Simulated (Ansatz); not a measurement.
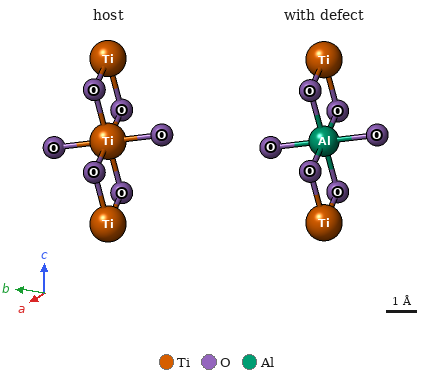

Left: perfect TiO2. Right: the same region with one point defect, after relaxing the atoms in a supercell of 36 sites. A ball-and-stick model of the atoms within 3.3 Å of one point, seen from a free direction.

The calculation used DFT, PBE, plane-wave PAW, default files, scalar-relativistic in Ansatz 0.2.0. Set-up: plane-wave cutoff 420 eV; k-point mesh 3 × 3 × 2; occupations fermi dirac; smearing width 0.01 eV; collinear spin. The axes drawn are those of the host's conventional cell.

**What kind of defect was made?**

A titanium atom is replaced by aluminium.

The charge state of the cell is 0.

**How does the lattice respond?**

In the host the Ti atom has 6 O at 1.95 to 1.98 Å; the Al atom ends with 6 O at 1.92 to 1.96 Å. Of the host's atoms, a titanium atom moves furthest from its site, by 0.04 Å. The cell ends without a net magnetic moment. Relaxing the atoms from the host's sites lowers the energy by 0.11 eV.

Limits of the set-up: the periodic images lie only 6.5 Å apart, so the values are limited by the cell's size.
